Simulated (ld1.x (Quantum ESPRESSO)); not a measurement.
**An ultrasoft potential for zirconium, from input to tests**

Aim: build the potential from the settings below, then test how well it stands in for the atom: other configurations, scattering, ghost states and the plane-wave cutoff that it needs.

The numbers are computed with ld1.x (Quantum ESPRESSO) 7.5 (LDA (PZ), scalar-relativistic, spin-unpolarised reference atom).

**1. Starting point**

Typed settings, in words:

```json
{"element": "zirconium (Zr, Z = 40)", "type": "ultrasoft", "frozen core": "[Ar] 3d10", "valence charge": "12", "reference configuration": "4s2 4p6 4d2 5s2 5p0", "partial waves": "4s (bound): rcut 1.55, rcutus 1.90 bohr; 5s (bound): rcut 1.55, rcutus 1.90 bohr; 4p (bound): rcut 1.80, rcutus 2.00 bohr; 5p (bound, empty): rcut 1.80, rcutus 2.00 bohr; 4d (bound): rcut 1.60, rcutus 2.10 bohr; 4d channel at 0.1 Ry: rcut 1.60, rcutus 2.10 bohr", "local potential": "all-electron potential smoothed inside 2.05 bohr (lloc = -2)", "core correction": "a·sin(br)/r model core inside 1.05 bohr", "augmentation charge": "PSQ, inside the norm-conserving radii"}
```

**2. Generating the potential**

File Zr.in:

```
 &input
   title='Zr', zed=40., rel=1, dft='PZ', iswitch=3,
   config='[Kr] 4d2 5s2 5p0',
   nld=3, rlderiv=2.30, eminld=-6.0, emaxld=5.0, deld=0.02
 /
 &inputp
   pseudotype=3, tm=.true., lloc=-2, rcloc=2.05,
   nlcc=.true., rcore=1.05,
   which_augfun='PSQ', rmatch_augfun_nc=.true.,
   file_pseudopw='Zr.UPF', file_wfcaegen='ae.wfc', file_wfcncgen='nc.wfc', file_beta='beta', file_chi='chi', file_wfcusgen='us.wfc'
 /
6
4S  1  0   2.00   0.00  1.55  1.90  0.0
5S  2  0   2.00   0.00  1.55  1.90  0.0
4P  2  1   6.00   0.00  1.80  2.00  0.0
5P  3  1   0.00   0.00  1.80  2.00  0.0
4D  3  2   2.00   0.00  1.60  2.10  0.0
4D  3  2   0.00   0.10  1.60  2.10  0.0
 &test
   configts(1)='4s2 4p6 4d2 5s2 5p0'
 /
```

On the command line:

```bash
$ ld1.x < Zr.in > Zr.out
```

The output, Zr.out (without the banner and most projector matrices):

```text
     Program LD1 v.7.5
     --------------------------- All-electron run ----------------------------

     Zr
     scalar relativistic calculation

     atomic number is 40.00
     dft =PZ   lsd =0 sic =0 latt =0  beta=0.20 tr2=1.0E-14
     Exchange-correlation= PZ
                           (   1   1   0   0   0   0   0)
     mesh =1225 r(mesh) = 100.59681 a.u. xmin = -7.00 dx = 0.01250
     1 Ry =  13.60569312 eV, c = 137.03599908

     n l     nl                  e(Ry)          e(Ha)          e(eV)
     1 0     1S 1( 2.00)     -1308.2121      -654.1060    -17799.1317
     2 0     2S 1( 2.00)      -181.3068       -90.6534     -2466.8044
     2 1     2P 1( 6.00)      -161.8116       -80.9058     -2201.5592
     3 0     3S 1( 2.00)       -29.6668       -14.8334      -403.6376
     3 1     3P 1( 6.00)       -23.3167       -11.6583      -317.2397
     4 0     4S 1( 2.00)        -4.0066        -2.0033       -54.5120
     4 1     4P 1( 6.00)        -2.3887        -1.1944       -32.5004
     3 2     3D 1(10.00)       -12.8583        -6.4292      -174.9463
     4 2     4D 1( 2.00)        -0.2746        -0.1373        -3.7368
     5 0     5S 1( 2.00)        -0.3378        -0.1689        -4.5954
     5 1     5P 1( 0.00)        -0.1140        -0.0570        -1.5504

     final scf error:  5.0E-15 reached in  39 iterations

     Etot =   -7189.192687 Ry,   -3594.596343 Ha,  -97813.949498 eV

     Ekin =    7389.840295 Ry,    3694.920147 Ha,  100543.899282 eV
     Encl =  -17318.655363 Ry,   -8659.327681 Ha, -235632.310165 eV
     Eh   =    2959.438073 Ry,    1479.719037 Ha,   40265.206243 eV
     Exc  =    -219.815693 Ry,    -109.907846 Ha,   -2990.744857 eV

     normalization and overlap integrals

     s(1S/1S) =  1.000000  <r> =   0.0371  <r2> =    0.0019  r(max) =   0.0241
     s(2S/2S) =  1.000000  <r> =   0.1628  <r2> =    0.0312  r(max) =   0.1368
     s(2P/2P) =  1.000000  <r> =   0.1418  <r2> =    0.0246  r(max) =   0.1093
     s(3S/3S) =  1.000000  <r> =   0.4594  <r2> =    0.2420  r(max) =   0.4111
     s(3P/3P) =  1.000000  <r> =   0.4628  <r2> =    0.2497  r(max) =   0.4010
     s(4S/4S) =  1.000000  <r> =   1.2117  <r2> =    1.6673  r(max) =   1.0764
     s(4P/4P) =  1.000000  <r> =   1.3690  <r2> =    2.1551  r(max) =   1.1748
     s(3D/3D) =  1.000000  <r> =   0.4528  <r2> =    0.2481  r(max) =   0.3451
     s(4D/4D) =  1.000000  <r> =   2.2967  <r2> =    6.6053  r(max) =   1.6058
     s(5S/5S) =  1.000000  <r> =   3.6937  <r2> =   15.5874  r(max) =   3.1147
     s(5P/5P) =  1.000000  <r> =   5.0663  <r2> =   29.7732  r(max) =   4.1521

     ------------------------ End of All-electron run ------------------------

     --------------------- Generating US pseudopotential ---------------------

      Generating local potential from pseudized AE potential:
      Matching radius rcloc =   2.0500
      Enforcing V''(0)=0 (lloc=-2)

      Local pseudo, rcloc= 2.036 Estimated cut-off energy=     7.69 Ry

      Computing core charge for nlcc:

       r > 1.06 : true rho core
       r < 1.06 : rho core = a sin(br)/r    a=   3.26  b=   2.64

      Integrated core pseudo-charge :   1.56
      Wfc-us  4S rcutus= 1.889  Estimated cut-off energy=    15.20 Ry
      Wfc-us  5S rcutus= 1.889  Estimated cut-off energy=    30.52 Ry
      Wfc-us  4P rcutus= 1.986  Estimated cut-off energy=    21.20 Ry
      Wfc-us  5P rcutus= 1.986  Estimated cut-off energy=    37.97 Ry
      Wfc-us  4D rcutus= 2.088  Estimated cut-off energy=    26.00 Ry
      Wfc-us  4D rcutus= 2.088  Estimated cut-off energy=    27.20 Ry

     Q pseudized with Bessel functions
     Expected ecutrho=     179.3750 due to l1=  2   l2=  2

     ------------------- End of pseudopotential generation -------------------

     [... the all-electron block is printed once more ...]


     Computing logarithmic derivative in   2.29307
     Computing logarithmic derivative in   2.29307
     Computing the partial wave expansion
     R is outside the sphere for l=    0 j= 0.00
     R is outside the sphere for l=    0 j= 0.00
     R is outside the sphere for l=    1 j= 0.00
     R is outside the sphere for l=    1 j= 0.00
     R is outside the sphere for l=    2 j= 0.00
     R is outside the sphere for l=    2 j= 0.00

     ---------------------- Testing the pseudopotential ----------------------

     Zr
     scalar relativistic calculation

     atomic number is 40.00   valence charge is 12.00
     dft =PZ   lsd =0 sic =0 latt =0  beta=0.20 tr2=1.0E-14
     mesh =1225 r(mesh) = 100.59681 xmin = -7.00 dx = 0.01250

     n l     nl             e AE (Ry)        e PS (Ry)    De AE-PS (Ry)
     1 0     4S   1( 2.00)       -4.00656       -4.00652       -0.00004
     2 1     4P   1( 6.00)       -2.38873       -2.38870       -0.00004
     3 2     4D   1( 2.00)       -0.27465       -0.27463       -0.00002
     2 0     5S   1( 2.00)       -0.33776       -0.33775       -0.00001
     3 1     5P   1( 0.00)       -0.11395       -0.11395       -0.00000

     eps = 2.7E-16  iter =  6

     Etot =   -7189.192687 Ry,   -3594.596343 Ha,  -97813.949498 eV
     Etotps =   -96.808851 Ry,     -48.404425 Ha,   -1317.151515 eV

     Ekin =      31.026963 Ry,      15.513481 Ha,     422.143331 eV
     Encl =    -171.731236 Ry,     -85.865618 Ha,   -2336.522498 eV
     Ehrt =      74.446750 Ry,      37.223375 Ha,    1012.899637 eV
     Ecxc =     -14.050062 Ry,      -7.025031 Ha,    -191.160828 eV
     (Ecc =      -1.686046 Ry,      -0.843023 Ha,     -22.939830 eV)
     Epseu=     -16.501266 Ry,      -8.250633 Ha,    -224.511157 eV

     ---------------------- End of pseudopotential test ----------------------
```

Wall time 1 s (1 thread, shared host). This counts the later configuration tests of the new file too.

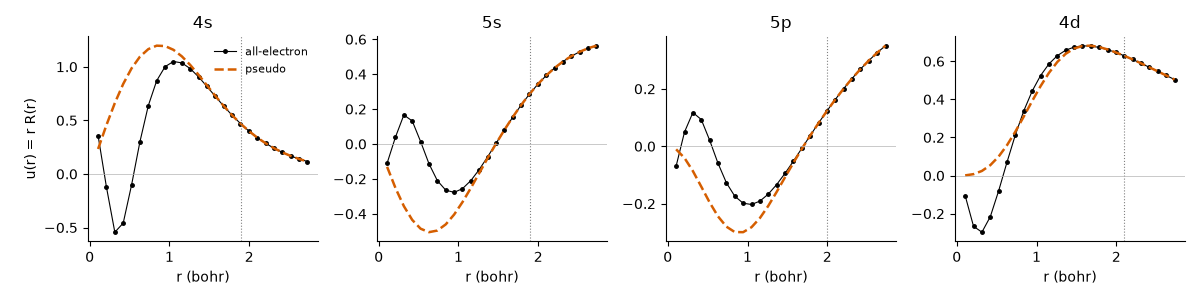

Bound waves of the atom and their pseudo partners (4s, 5s, 5p, 4d), with the matching radii dotted. The curves join 26 sampled radii, too few to resolve the innermost nodes.

**3. Configuration tests**

File Zr.test.in:

```
 &input
   title='Zr', zed=40., rel=1, dft='PZ', iswitch=2,
   config='[Kr] 4d2 5s2 5p0'
 /
 &test
   file_pseudo='Zr.UPF', nconf=10,
   configts(1)='4s2 4p6 4d2 5s2 5p0',
   configts(2)='4s2 4p6 4d2 5s1 5p0',
   configts(3)='4s2 4p6 4d2 5s0 5p0',
   configts(4)='4s2 4p6 4d1 5s0 5p0',
   configts(5)='4s2 4p6 4d3 5s0 5p0',
   configts(6)='4s2 4p6 4d2 5s0 5p2',
   configts(7)='4s1 4p6 4d2 5s2 5p0',
   configts(8)='4s2 4p6 4d3 5s1 5p0',
   configts(9)='4s2 4p6 4d2 5s2 5p0', lsdts(9)=1,
   configts(10)='4s2 4p6 4d2 5s1 5p0', lsdts(10)=1
 /
```

On the command line:

```bash
$ ld1.x < Zr.test.in > Zr.test.out
```

Zr.test.out, the pseudopotential blocks:

```text
     ---------------------- Testing the pseudopotential ----------------------

     Zr
     scalar relativistic calculation

     atomic number is 40.00   valence charge is 12.00
     dft =PZ   lsd =0 sic =0 latt =0  beta=0.20 tr2=1.0E-14
     mesh =1225 r(mesh) = 100.59681 xmin = -7.00 dx = 0.01250

     n l     nl             e AE (Ry)        e PS (Ry)    De AE-PS (Ry)
     1 0     4S   1( 2.00)       -4.00656       -4.00652       -0.00004
     2 1     4P   1( 6.00)       -2.38873       -2.38870       -0.00004
     3 2     4D   1( 2.00)       -0.27465       -0.27463       -0.00002
     2 0     5S   1( 2.00)       -0.33776       -0.33775       -0.00001
     3 1     5P   1( 0.00)       -0.11395       -0.11395       -0.00000

     eps = 2.7E-16  iter =  6

     Etot =   -7189.192687 Ry,   -3594.596343 Ha,  -97813.949498 eV
     Etotps =   -96.808851 Ry,     -48.404425 Ha,   -1317.151515 eV

     Ekin =      31.026963 Ry,      15.513481 Ha,     422.143331 eV
     Encl =    -171.731236 Ry,     -85.865618 Ha,   -2336.522498 eV
     Ehrt =      74.446750 Ry,      37.223375 Ha,    1012.899637 eV
     Ecxc =     -14.050062 Ry,      -7.025031 Ha,    -191.160828 eV
     (Ecc =      -1.686046 Ry,      -0.843023 Ha,     -22.939830 eV)
     Epseu=     -16.501266 Ry,      -8.250633 Ha,    -224.511157 eV

     ---------------------- End of pseudopotential test ----------------------
```

9 tests gave no usable energy difference (4s2 4p6 4d2 5s1 5p0; 4s2 4p6 4d2 5s0 5p0; 4s2 4p6 4d1 5s0 5p0; 4s2 4p6 4d3 5s0 5p0; others); the test run stopped with "negative rho".

**4. Logarithmic derivatives**

Taken from the files of the generation run. The phase is arctan(r·u′/u) with u = r·R, unwrapped, with energies in Ry. A pole is an energy at which the radial function vanishes at the test radius. The pseudo phase is shifted by a multiple of π to meet the all-electron one at the reference energy. Levels narrower than the energy grid can be missing from the poles. The last column is the largest difference on the grid between −1 and +1 Ry.

| channel | radius (bohr) | reference (Ry) | poles AE | poles PS | window around the reference with phases within 0.05 rad (Ry) | largest difference near zero (rad) |
| --- | --- | --- | --- | --- | --- | --- |
| s | 2.29 | -0.34 | -3.78 | -3.78 | the whole range | 0.003 |
| p | 2.29 | -0.11 | -1.95 | -1.95 | the whole range | 0.000 |
| d | 2.29 | -0.27 | 0.98 | 0.98 | below 4.1 | 0.000 |

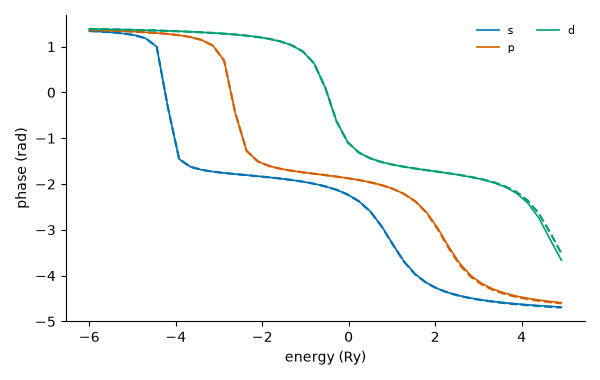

All-electron (solid) and pseudo (dashed) phases against energy.

**5. Cutoff and ghost test in a Bessel basis**

A separate test, outside the generator: the pseudo-atom's Hamiltonian at the reference potential is diagonalised in spherical Bessel functions j_l(qr) that vanish at 20 bohr, with q² up to the cutoff.

All-electron valence levels (Ry): 4s -4.0066, 5s -0.3378, 4p -2.3887, 5p -0.1139, 4d -0.2747. The lowest levels of each channel (Ry) by cutoff; the last column sums, over occupied levels, occupation times the distance from the level at 400 Ry. A positive value at high cutoff is not a bound level.

```tsv
cutoff (Ry)	s #1	s #2	p #1	p #2	d #1	f #1	Σ f·Δε (mRy)
8	-3.9518	-0.3130	-2.2106	-0.0875	-0.1081	0.1033	1563.8
10	-3.9860	-0.3218	-2.3042	-0.0951	-0.1664	0.1033	799.9
12	-4.0001	-0.3275	-2.3521	-0.1002	-0.2164	0.1033	373.1
18	-4.0063	-0.3354	-2.3865	-0.1079	-0.2701	0.1033	31.2
21	-4.0063	-0.3369	-2.3883	-0.1101	-0.2739	0.1033	9.7
25	-4.0064	-0.3376	-2.3885	-0.1127	-0.2748	0.1033	4.6
30	-4.0066	-0.3379	-2.3887	-0.1138	-0.2749	0.1033	2.5
40	-4.0066	-0.3380	-2.3889	-0.1139	-0.2751	0.1033	0.5
45	-4.0066	-0.3380	-2.3889	-0.1140	-0.2751	0.1033	0.4
50	-4.0067	-0.3380	-2.3889	-0.1140	-0.2751	0.1033	0.3
400	-4.0067	-0.3380	-2.3890	-0.1140	-0.2752	0.1033	0.0
```

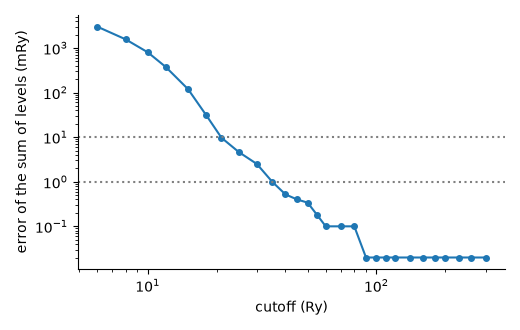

Occupation-weighted error of the valence levels against the cutoff; the dotted lines mark 10 and 1 mRy.

The sum stays within 10 mRy from 21 Ry and within 1 mRy from 40 Ry. The sum leaves out empty levels, which can need more. Ghost test: no level below the all-electron spectrum of its channel (s, p, d, f tested).

**6. Summary of results**

| quantity | value |
| --- | --- |
| cutoffs for 10 and 1 mRy, occupied levels | 21 Ry and 40 Ry |
| bound ghosts | none found |
| configuration tests | no usable energy difference |
| largest phase difference near zero energy, channels read | 0.003 rad |
| lowest eigenvalue of the overlap (Bessel basis) | 0.127 (s) |
| density cutoff estimated by the generator | 179 Ry |

In words: The test run broke off, so later configurations gave nothing; no test gave an energy difference. By its cutoff, 21 Ry for the looser tolerance, it is soft on the atom at that tolerance. No bound ghost shows below the valence levels. Near zero energy the phases of the channels with partial waves agree within 0.003 rad. These are tests on the free atom; a crystal test is still owed.
